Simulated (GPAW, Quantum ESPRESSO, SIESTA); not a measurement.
## C(100)/AlN(10-10) interface (192 atoms): runs against a plane-wave reference

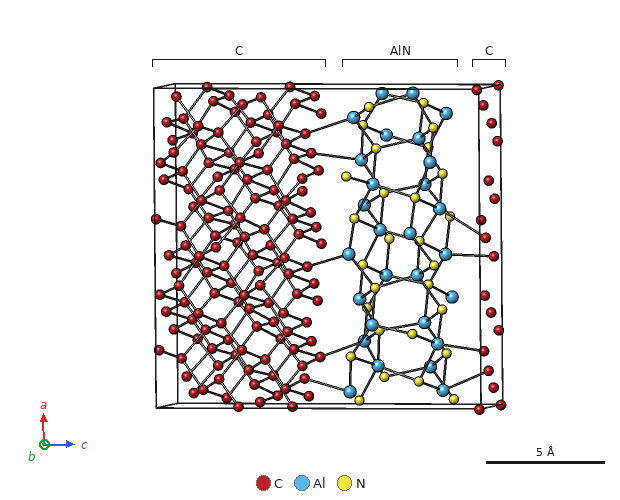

The cell (carbon red, aluminium blue, nitrogen yellow). Bonds to atoms that aren't drawn are left out. Some periodic images of atoms are drawn too.

The cell holds 192 atoms: 136 C, 28 Al and 28 N. Cell: a = 13.619 Å, b = 7.974 Å, c = 13.873 Å, α = 90.0°, β = 90.0°, γ = 86.1°. It derives from C. Diamond-structure C(100), 4 repeat layers, 17 surface cells, strained +0.26 and -0.02 %; wurtzite AlN(10-10), 2 layers, 7 cells, -0.26 and +0.02 %; outer planes 1.98 Å apart and 2.06 Å at the second interface of the periodic stack; not relaxed, displaced by a Gaussian of 0.02 Å. Then every atom was moved at random, 0.05 Å r.m.s. a Cartesian component. Regions: C, 136 atoms (136 C); AlN, 56 atoms (28 Al and 28 N).

Geometry: as built.

The reference, a calculation:

| Property | Result |
| --- | --- |
| method | Kohn-Sham DFT, PBE, SSSP efficiency 1.3.0 pseudopotentials, plane waves (Quantum ESPRESSO 7.5); sssp-pbe-1.3.0-efficiency, cutoffs 60/480 Ry, Γ point |
| r.m.s. force component | 2.076 eV/Å |
| longest force | 8.026 eV/Å |
| pressure | -2.182 GPa |
| time | 13 min on 4 MPI ranks of Arm Neoverse V2, shared host |
| CPU time | 51 min |

Q: Estimate the differences from the reference, the CPU time and the memory of each run.
- GPAW revPBE, LCAO dzp, h 0.18 Å (GPAW 26.7.0; 4 MPI ranks)
- SIESTA PBE, DZP, shift 0.005 Ry, mesh 500 Ry (SIESTA 5.4.2; 4 MPI ranks)
- GPAW PBE, LCAO dzp, h 0.18 Å (GPAW 26.7.0; 4 MPI ranks)
- SIESTA PBE, DZP, shift 0.01 Ry, mesh 500 Ry (SIESTA 5.4.2; 4 MPI ranks)
- GPAW PBE, LCAO dzp, h 0.18 Å, other mixer settings (GPAW 26.7.0; 4 MPI ranks)
- GPAW PBE, LCAO dzp, h 0.16 Å (GPAW 26.7.0; 4 MPI ranks)
- GPAW PBE, grid h 0.24 Å (GPAW 26.7.0; 4 MPI ranks)
- SIESTA PBE, DZ, shift 0.01 Ry, mesh 500 Ry (SIESTA 5.4.2; 4 MPI ranks)

Differences are against the plane-wave reference, forces as r.m.s. over components; share is that over the reference's r.m.s. force, slope the least-squares factor from reference forces to these. Total energies of different programs have different zeros and aren't compared.

| run | Δ force, r.m.s. (meV/Å) | share (%) | slope | Δ pressure (GPa) | cores | CPU time | memory (GiB) |
| --- | --- | --- | --- | --- | --- | --- | --- |
| reference | - | - | - | - | 4 | 51 min | 8.2 |
| GPAW revPBE, LCAO dzp, h 0.18 Å | 185 | 8.90 | 1.044 | - | 4 | 41 min | 5.3 |
| SIESTA PBE, DZP, shift 0.005 Ry, mesh 500 Ry | 205 | 9.88 | 1.054 | 4.53 | 4 | 68 min | 6.6 |
| GPAW PBE, LCAO dzp, h 0.18 Å | 156 | 7.50 | 1.039 | - | 4 | 40 min | 5.3 |
| SIESTA PBE, DZP, shift 0.01 Ry, mesh 500 Ry | 192 | 9.25 | 1.054 | 4.62 | 4 | 43 min | 5.2 |
| GPAW PBE, LCAO dzp, h 0.18 Å, other mixer settings | 156 | 7.49 | 1.039 | - | 4 | 40 min | 5.2 |
| GPAW PBE, LCAO dzp, h 0.16 Å | 155 | 7.46 | 1.039 | - | 4 | 47 min | 6.1 |
| GPAW PBE, grid h 0.24 Å (coarse) | 803 | 38.7 | 1.009 | - | 4 | 21 min | 2.5 |
| SIESTA PBE, DZ, shift 0.01 Ry, mesh 500 Ry (coarse) | 367 | 17.7 | 1.104 | 9.77 | 4 | 12 min | 3.0 |

Rows marked coarse were listed beforehand as settings not expected to be converged; some can still land near the reference.

CPU time is summed over cores on a shared host, where runs went side by side, so it is rough. Symmetry, cutoffs, thresholds, outputs and thread counts weren't matched or tuned between programs; memory under MPI is the largest rank's times the ranks.

The PBE runs in local orbitals, coarse settings apart, differ by 7.5 % (GPAW PBE, LCAO dzp, h 0.16 Å) to 9.9 % (SIESTA PBE, DZP, shift 0.005 Ry, mesh 500 Ry); basis, grid and potentials can all enter. Rows with another functional or a dispersion term differ by 8.9 % (GPAW revPBE, LCAO dzp, h 0.18 Å), which mixes the change of model with differences of basis and potentials. Runs with settings chosen to be coarse differ by 18 % (SIESTA PBE, DZ, shift 0.01 Ry, mesh 500 Ry) to 39 % (GPAW PBE, grid h 0.24 Å), their programs' other errors included. Of the electronic-structure runs that take under half the reference's CPU time, SIESTA PBE, DZ, shift 0.01 Ry, mesh 500 Ry comes nearest, at 18 % in 12 min against 51 min; its pressure misses by +9.8 GPa. The electronic-structure runs sample only Γ, in a cell whose shortest periodic width is 8 Å, which is coarse for a cell with partly filled levels.

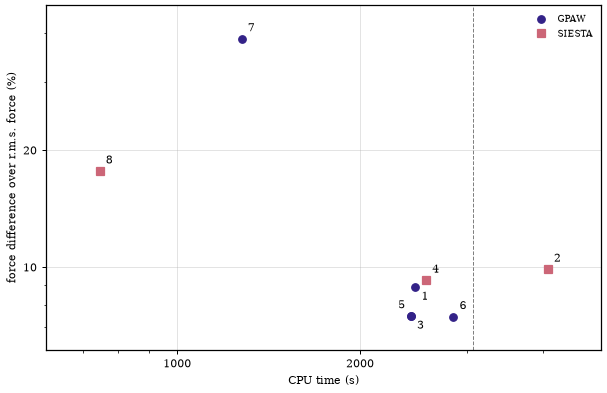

Force difference against CPU time; the dashed line marks the reference's time. Points: 1 GPAW revPBE, LCAO dzp, h 0.18 Å; 2 SIESTA PBE, DZP, shift 0.005 Ry, mesh 500 Ry; 3 GPAW PBE, LCAO dzp, h 0.18 Å; 4 SIESTA PBE, DZP, shift 0.01 Ry, mesh 500 Ry; 5 GPAW PBE, LCAO dzp, h 0.18 Å, other mixer settings; 6 GPAW PBE, LCAO dzp, h 0.16 Å; 7 GPAW PBE, grid h 0.24 Å; 8 SIESTA PBE, DZ, shift 0.01 Ry, mesh 500 Ry.

[Hosts, paths, dates, database ids (printed as entryN), source tags and the programs' standing remarks are cut or masked in the printed files.]
